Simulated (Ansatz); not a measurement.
Base system: SiO$_{2}$ (space group P3_121, No. 152; a = 4.9494 Å, c = 5.4419 Å).

The change: hydrostatic tension (pressure −1 GPa).

Level of theory: Kohn–Sham DFT with the PBEsol functional, run in Ansatz (a program for electronic structure) with PAW and 420 eV plane waves, no spin-orbit coupling.

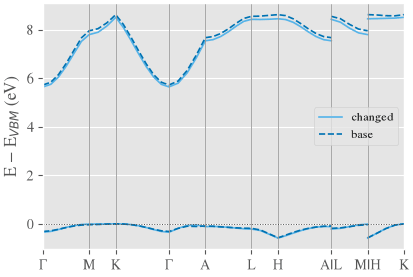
*Highest valence and lowest conduction band along the path, each from its own valence-band maximum*

Q: Read the changed gap and its character from the plot.

A: About 5.6 eV, indirect, K → Γ.

Load acts through the strain it causes; cell and atoms are relaxed under it. Semilocal Kohn–Sham gaps tend to fall short of experiment. No phonon test of stability was made.
